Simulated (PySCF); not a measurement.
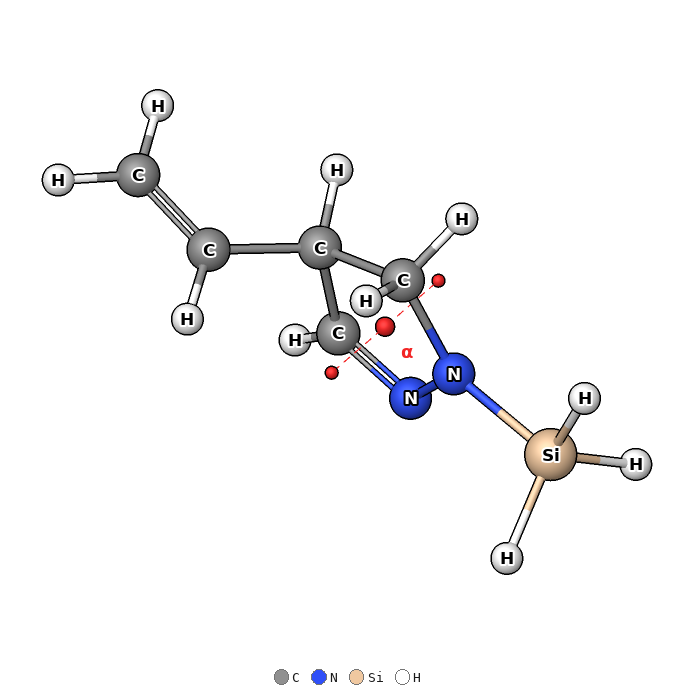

The small points mark where nucleus-independent chemical shifts (NICS) were computed: at the centre of each lettered ring and 1 Å above and below it. The computed structure is the end point of a GFN2-xTB optimisation. No frequency run is at hand to confirm it as a minimum. Properties computed with GIAO PBE0/pcSseg-1 NMR shielding, non-relativistic, gas phase (PySCF 2.14.0).

Give NICS(0), NICS(1) and the out-of-plane component NICS(1)zz for each ring (means of the two sides).

| ring | members | NICS(0) | NICS(1) | NICS(1)zz |
| --- | --- | --- | --- | --- |
| α | C3N2 | −3.2 | −2.5 | −3.7 |

Values in ppm.

### What do the values say about the ring currents?

Ring α: weak, as in a non-aromatic ring. NICS is one index among several.

The geometry is semi-empirical. Around Si such bond lengths and angles can be off by a tenth of an ångström or more and by several degrees, and values that hang on the shape move with them.
